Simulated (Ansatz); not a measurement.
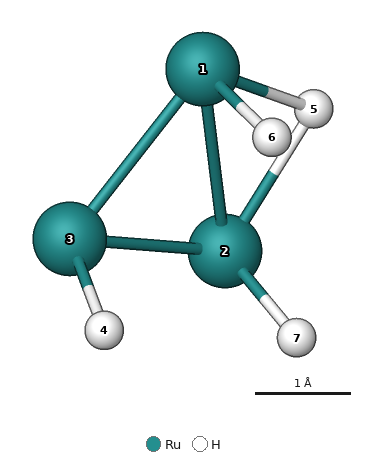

*The structure as given in the input (ball-and-stick view, seen at a tilt; atoms are numbered from 1 in the order of the input). Sticks mark near contacts.*

**Ru3H4: single-point calculation**

The run: single-point calculation of Ru3H4. Method and program: RKS PBE0-D4/def2-TZVP (Ansatz 0.2.0).

The geometry comes from this level: PBE-D4/def2-TZVP.

**The program's output**
```
Functional definition: PBE0
  name "PBE0"
  cite "Adamo & Barone, J. Chem. Phys. 110, 6158 (1999) doi:10.1063/1.478522"
  cite "Perdew, Burke & Ernzerhof, Phys. Rev. Lett. 77, 3865 (1996) doi:10.1103/PhysRevLett.77.3865"
  parent pbe
  parameter a = 0.25
  parameter kappa = 0.804
  parameter beta = 0.06672455060314922
  exchange = (1 - a)*pbe_x(kappa = kappa, mu = beta*pi^2/3) + a*exact_x
  correlation = pbe_c(beta = beta)
these checks for a lower state are left out or cut short: starts
1310 factors; their error is unknown
mean field evaluation 1: about -7807.1718 eV, gradient 2.1e1 eV
mean field evaluation 2: about -7807.4020 eV, gradient 2.9e-1 eV
mean field evaluation 4: about -7807.4377 eV, gradient 8.8e-2 eV
mean field -7807.43776371 eV, -286.9180457451 hartree, gradient 3.7e-5 eV, S^2 0.000000; 0 other end points of the search recorded, 0 dependent functions left out
reference -7807.43780836 eV, -286.9180473860 hartree; 26, 26 occupied and 118, 118 virtual orbitals, 1310 factors
Total energy: -7807.71436714 eV, -286.9282107334 hartree
Checks for a lower state left out: starts
```

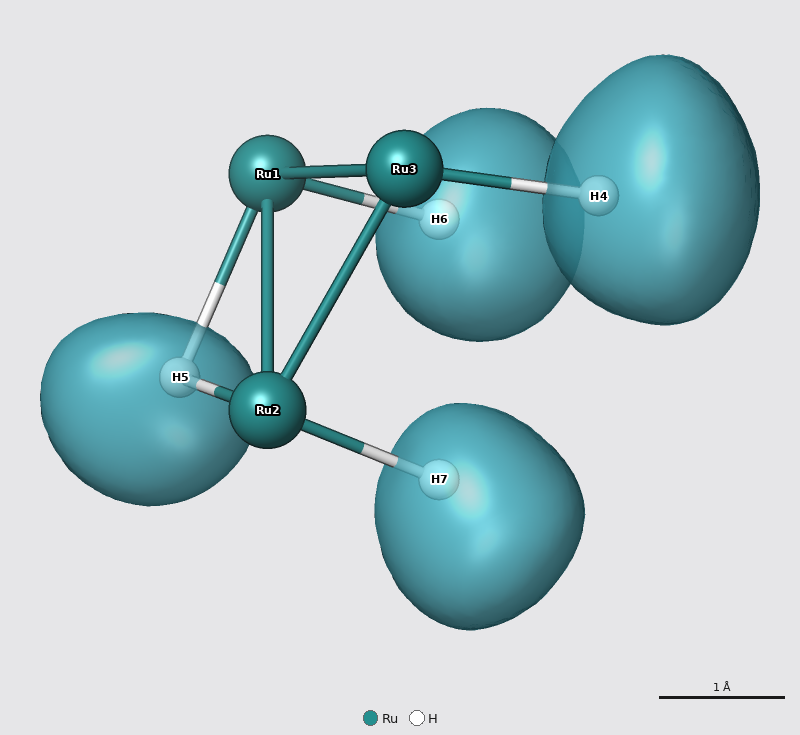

*Isosurface of the ELF at 0.8 (cyan), seen at an oblique angle. Core shells and regions of very low density are left out.*

Along the contacts the grid gives the following. Ru–Ru (2.27 Å): the ELF is about 0.35 at the midpoint. Ru–H (1.56 Å): the ELF climbs to about 1 towards the hydrogen, as it does in any bond to H.

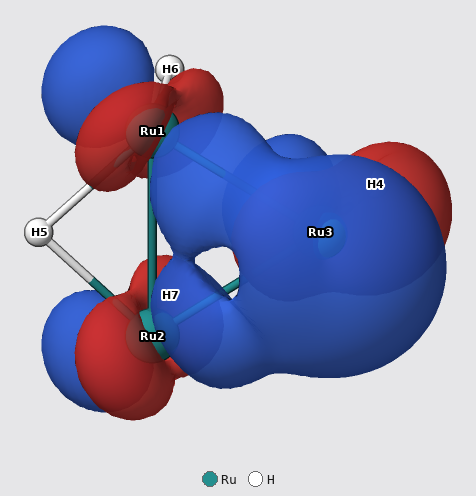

*The HOMO at ±0.1 Å⁻³ᐟ² (blue and red are the two phases), seen at an oblique angle.*

By Hirshfeld shares it lies mainly on Ru3 (60 %), Ru1 (20 %) and Ru2 (20 %). Its energy is −5.29 eV.

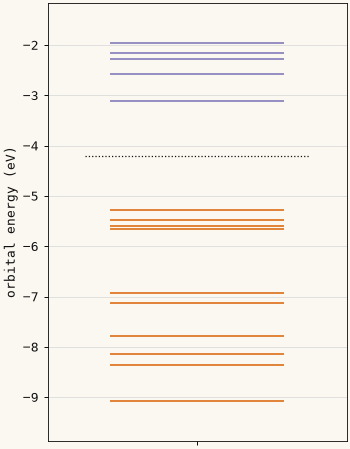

*Orbital energies near the frontier; the dotted line parts filled from empty levels, and levels within 0.02 eV of each other stand side by side.*

Highest filled −5.29 eV, lowest empty −3.11 eV, 2.18 eV apart.

This output came from the following input.

**Input**
```yaml
crystal:
  periodic: [false, false, false]
  atoms:
    - {symbol: Ru, position_ang: [1.435673, -0.056183, -0.422967]}
    - {symbol: Ru, position_ang: [-0.911484, -0.662891, -0.986515]}
    - {symbol: Ru, position_ang: [-0.267133, 1.443293, -0.441256]}
    - {symbol: H, position_ang: [-0.710958, 1.764074, 1.062432]}
    - {symbol: H, position_ang: [0.611327, -1.586010, -0.839068]}
    - {symbol: H, position_ang: [1.213994, -0.116978, 1.124058]}
    - {symbol: H, position_ang: [-1.371419, -0.785295, 0.503317]}
basis:
  gaussian: {orbitals: def2-TZVP, initial_orbitals: start.molden}
hamiltonian: {xc: pbe0, dispersion: d4}
scf: {omitted_lower_state_checks: [starts]}
output: {orbitals: {seedname: orbitals}}
```

Run as:
```bash
ansatz run in.yaml --threads 4 --pin off --events-out ev --progress --plain --max-ram 3916MiB
```

**Key numbers**

```json
{"quantity": "outcome", "value": "converged"}
{"quantity": "total energy", "value": "−7807.7144 eV"}
{"quantity": "mean-field energy", "value": "−7807.4378 eV"}
{"quantity": "dispersion energy", "value": "−0.2766 eV"}
{"quantity": "SCF solution under orbital rotations", "value": "stable"}
{"quantity": "HOMO", "value": "−5.29 eV"}
{"quantity": "LUMO", "value": "−3.11 eV"}
{"quantity": "hardware", "value": "4 threads of Arm Neoverse V1, 23 GiB of memory available, shared host"}
{"quantity": "wall time", "value": "2.5 s (CPU time 9.4 s)"}
{"quantity": "peak memory", "value": "0.34 GiB"}
```
